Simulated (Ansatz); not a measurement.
Start from MoS$_{2}$ (space group P6_3/mmc, No. 194; a = 3.1493 Å, c = 12.0895 Å; layered, stacked along the Cartesian z axis). Axes: x lies along a and z along c of the hexagonal cell.

It is then changed as follows: compressive biaxial strain of 1.20 % in the plane normal to [001], as in epitaxy on a mismatched substrate; the out-of-plane cell vector and the atoms relax.

The values are results of PBE-D3(BJ)/PAW in Ansatz (a first-principles code), no SOC, not measurements.

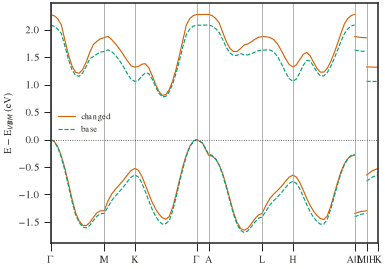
Figure. Highest valence and lowest conduction band along the path, each from its own valence-band maximum

Question: Read the changed gap and its character from the plot.

Answer: About 0.80 eV, indirect, Γ → K–Γ (44 % along).

Whether these cells are dynamically stable was not tested.
